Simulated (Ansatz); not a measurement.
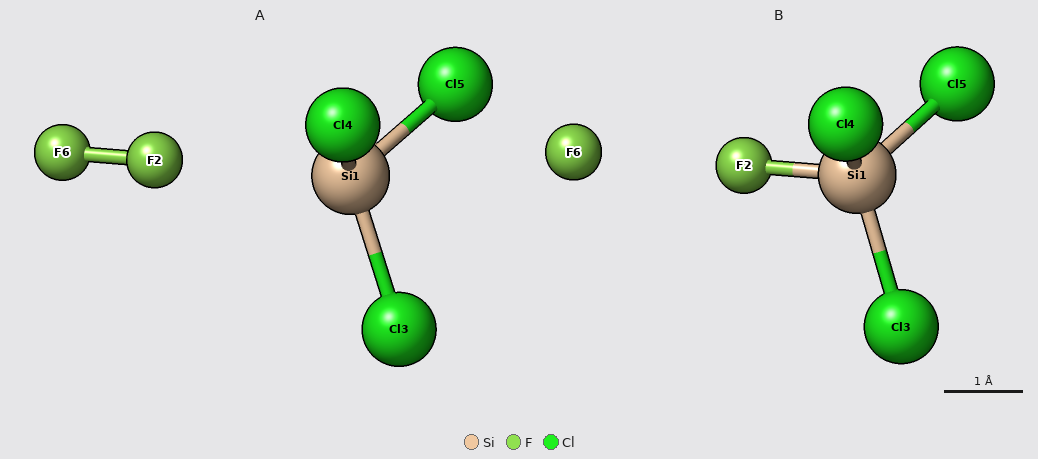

Two geometries of SiCl3F2 (multiplicity 2), drawn at one scale. One is the start of a relaxation, the other its converged end. A ball-and-stick model, seen from a free direction.

Level of theory: UKS B3LYP/def2-SVP (Ansatz 0.2.0). Set-up: collinear spin; force threshold 0.03 eV/Å; at most 50 steps.

### Which geometry has the lower energy?

Structure B is the relaxed one. The run prepares an end point of a later path (reaction) calculation, from a guessed geometry. The energy falls by 110.8 kcal/mol in 10 geometry steps. The largest force component goes from 5.2 to 0.0098 eV/Å. F2 moves most after the best rigid fit: 1.00 Å. By element the largest moves are F 1.00 Å, Cl 0.24 Å, Si 0.18 Å. Near-neighbour distances that change, for instance: Si1–F2 2.792 → 1.611 Å, F2–F6 1.312 → 2.426 Å, Si1–Cl3 2.075 → 2.039 Å. New bonds form, among them: Si1–F2 (2.79 → 1.61 Å). Bonds break, among them: F2–F6 (1.31 → 2.43 Å). The run took 40 s on 4 threads of Intel(R) Xeon(R) CPU @ 2.80GHz (Skylake/Cascade Lake), on a shared host, peak memory 0.42 GiB.

Limits of the set-up: the start holds two separate molecules, 2.8 Å apart at their closest, whose relative position is a soft coordinate and is computed without a dispersion correction.
